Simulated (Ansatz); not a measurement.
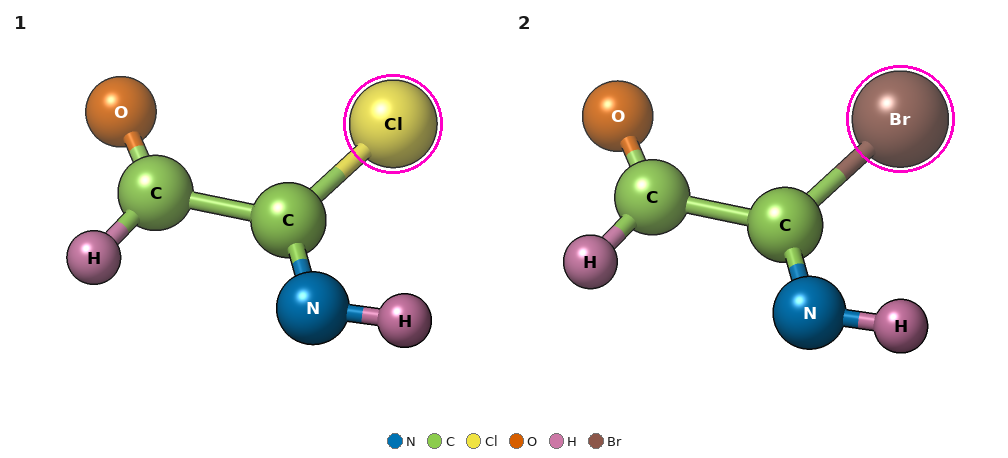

2 molecules with one skeleton, seen from the same side and at one scale; the atom that differs is circled. Charge 0, singlet. Computed geometries: PBE0-D4/def2-TZVP optimisations, one conformation each. Properties computed with Ansatz 0.2.0.

One atom differs, called X below: Cl in panel 1, Br in panel 2. Their formulas are C2H2ClNO (`[H]/N=C(\Cl)C=O`), C2H2BrNO (`[H]/N=C(\Br)C=O`).

**In which is the length of X–C larger (PBE0-D4/def2-TZVP)?**

In panel 2 (X = Br).

Give the values. With PBE0-D4/def2-TZVP: length of X–C (Å), angle X–C–C (°). With PBE0-D4/def2-SVP: HOMO energy (Kohn–Sham orbital) (eV), HOMO–LUMO gap (eV). With B3LYP-D4/def2-TZVPP: dipole moment (D).

```
                            quantity  1 (Cl)  2 (Br)   2 − 1
                   length of X–C (Å)   1.734   1.906  +0.172
                     angle X–C–C (°)   115.4   115.2    −0.2
HOMO energy (Kohn–Sham orbital) (eV)   −8.11   −8.08   +0.03
                  HOMO–LUMO gap (eV)    5.65    5.55   −0.10
                   dipole moment (D)    2.00    2.00    0.00
```
